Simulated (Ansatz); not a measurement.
Band structure of Cu3Au (Pm-3m, 4 atoms in the cell).

```xyz
4
Lattice="3.8071 0.0000 0.0000 0.0000 3.8071 0.0000 0.0000 0.0000 3.8071" Properties=species:S:1:pos:R:3 pbc="T T T"
Cu     0.0000     1.9036     1.9036
Cu     1.9036     0.0000     1.9036
Cu     1.9036     1.9036     0.0000
Au     0.0000     0.0000     0.0000
```

Computed with PBE (plane waves, PAW; Ansatz, an electronic-structure program).

Settings: kpoints.mp_grid.grid = 9 9 9; hamiltonian.xc = pbe; hamiltonian.pseudopotentials = {kind: paw} (the program's default PAW files); scf.occupations.method = gaussian; scf.occupations.width = 0.272 eV; kpoints.band_path.npoints = 8.

The starting cell comes from a database of computed structures (which also holds hypothetical and non-ambient phases and stackings), without a prior relaxation at this level. Its lattice was rescaled by a random factor within 2.5 % of one. Spin-orbit coupling is off. Spin polarisation is off.

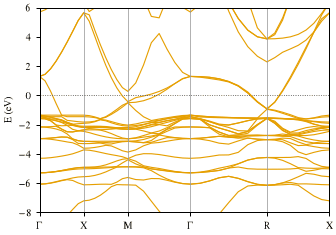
Bands along the path, energies from the Fermi level.

Levels in eV from the Fermi level, bands 35 to 42:
```
point     35     36     37     38     39     40    41    42
-----  -----  -----  -----  -----  -----  -----  ----  ----
Γ      -1.35  -1.35  -1.35   1.30   1.30   1.30  5.69  7.12
X      -1.91  -1.82  -1.45  -1.35   5.64   5.64  6.35  6.35
M      -2.10  -2.03  -0.50  -0.50  -0.43   0.27  8.33  9.19
R      -1.54  -1.54  -0.95  -0.92  -0.92  -0.92  2.29  3.86
```

Bands cross the Fermi level along this path, so the cell is metallic at this level.

Keys are those of Ansatz 0.2.
